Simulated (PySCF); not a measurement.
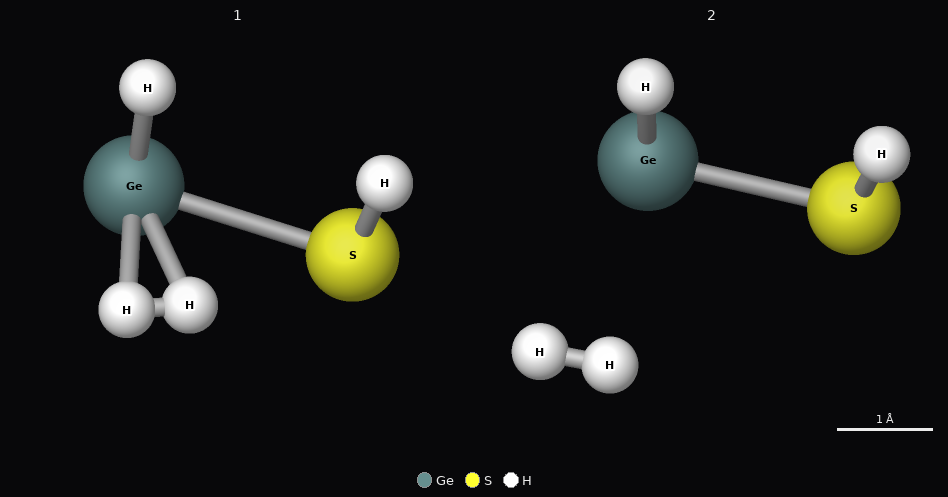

Two geometries of GeH$_{4}$S (started from a transition state, displaced along its imaginary mode), drawn at one scale. One is the start of a relaxation, the other its converged end. Style: ball-and-stick. Shown face on.

Computed with PySCF, RKS PBE0-D4/def2-TZVP, density fitting. 

**Which of the two is the end point?**

Structure 2 is the relaxed one. An H atom moves most after the best rigid fit: 0.97 Å. By element the largest moves are H 0.97 Å, S 0.63 Å, Ge 0.56 Å. Among the contacts that change: H–S 2.056 → 3.518 Å, Ge–H 1.844 → 2.961 Å, Ge–H 1.820 → 2.897 Å, Ge–S 2.420 → 2.230 Å. Bonds break, among them: Ge–H (1.82 → 2.90 Å), Ge–H (1.84 → 2.96 Å). Among the angles between lasting bonds that change: Ge–S–H 97.3° → 100.1°. Over 21 geometry steps the energy falls by 93.7 kJ/mol.
